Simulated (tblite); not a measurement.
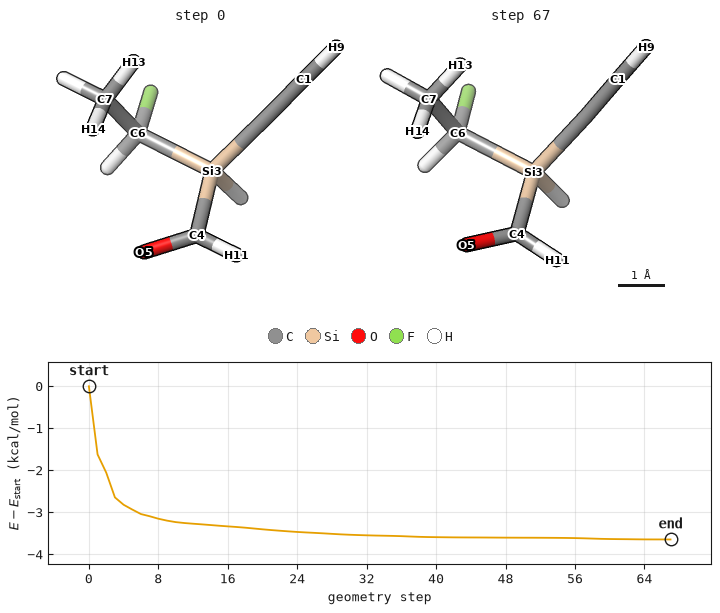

First and last geometry of a relaxation of C5H7FOSi, with the history of the run. Style: stick. Shown at a tilt.

Level of theory: tblite 0.8.0, GFN2-xTB geometry optimisation, gas phase. 

Read the history and describe the run.

It converged. The largest move after the best rigid fit is that of the O atom, 0.33 Å. Largest moves by element: O 0.33 Å, H 0.24 Å, C 0.15 Å, Si 0.11 Å, F 0.11 Å. Among the contacts that change: C–Si 1.874 → 1.925 Å, H–Si 1.503 → 1.465 Å, C–Si 1.899 → 1.929 Å, C–Si 1.877 → 1.848 Å. Among the angles between lasting bonds that change: Si–C–O 118.1° → 124.2°, O–C–H 125.2° → 119.2°, C–Si–C 110.4° → 105.9°. The energy falls by 3.64 kcal/mol in 67 geometry steps. The run took 0.42 s on 1 thread of Arm Neoverse V1, with other jobs on the host.

| step | E − E(0), kcal/mol |
| --- | --- |
| 0 | 0.00 |
| 1 | -1.62 |
| 2 | -2.06 |
| 3 | -2.64 |
| 4 | -2.82 |
| 5 | -2.93 |
| 6 | -3.04 |
| 7 | -3.09 |
| 8 | -3.15 |
| 9 | -3.20 |
| 10 | -3.23 |
| 13 | -3.28 |
| 16 | -3.33 |
| 19 | -3.38 |
| 22 | -3.44 |
| 25 | -3.48 |
| 28 | -3.51 |
| 31 | -3.54 |
| 34 | -3.55 |
| 37 | -3.57 |
| 40 | -3.59 |
| 43 | -3.60 |
| 46 | -3.60 |
| 49 | -3.60 |
| 52 | -3.60 |
| 55 | -3.61 |
| 58 | -3.62 |
| 61 | -3.64 |
| 64 | -3.64 |
| 67 | -3.64 |
